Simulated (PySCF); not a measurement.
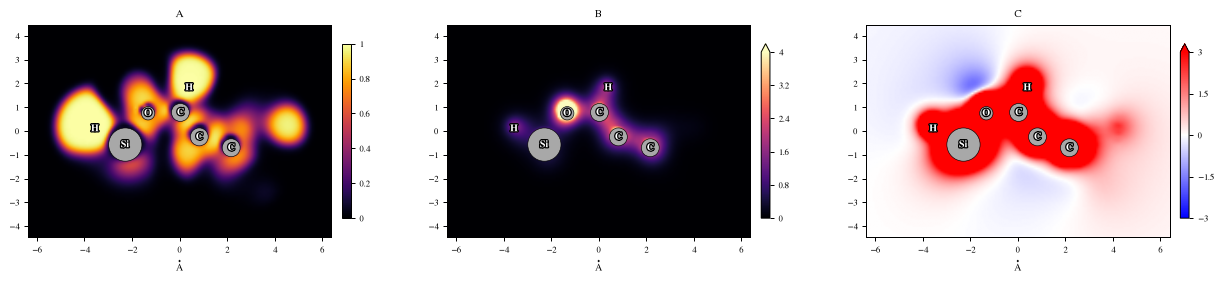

C$_{5}$H$_{9}$OSi (doublet): 3 fields on the plane of atoms O2, C3 and C4, with unlabelled colour scales. Grey discs cover the atomic cores.

Geometry: GFN2-xTB.

Method: UKS B3LYP, pcH-1 on C H O Si, non-relativistic, mean-field spin-orbit, GIAO (PySCF 2.14.0, density-fitted response routines).

```tsv
atom	x (Å)	y (Å)	z (Å)
Si	3.1067	0.2700	0.2974
O	2.2069	-0.8615	-0.4547
C	0.8706	-1.0691	-0.3357
C	0.0562	-0.4058	0.4274
C	-1.2892	-0.2092	0.8316
C	-2.4296	-0.2037	-0.1873
C	-2.0106	1.0712	0.4565
H	3.0533	0.1016	1.7503
H	2.6407	1.6169	-0.0399
H	4.4020	-0.0533	-0.2811
H	0.5627	-1.9113	-0.9687
H	-1.5285	-0.6111	1.8111
H	-2.1668	-0.3657	-1.2206
H	-3.3585	-0.6625	0.1152
H	-1.4668	1.7853	-0.1428
H	-2.6566	1.5171	1.1973
```

> The panels show electron density, electron localisation function and electrostatic potential in some order. Assign them.

Panel A: electron localisation function. Panel B: electron density. Panel C: electrostatic potential (strongly positive close to the atoms, with negative regions outside electron-rich atoms). From the grid: C–C (1.30 Å): ρ is about 2.3 e/Å³ halfway; the ELF peaks at about 0.90 between the atoms: a short, multiple covalent bond. C–O (1.36 Å): ρ is about 1.9 e/Å³ halfway; the ELF peaks at about 0.85 between the atoms, as expected for a shared but strongly polarised pair.
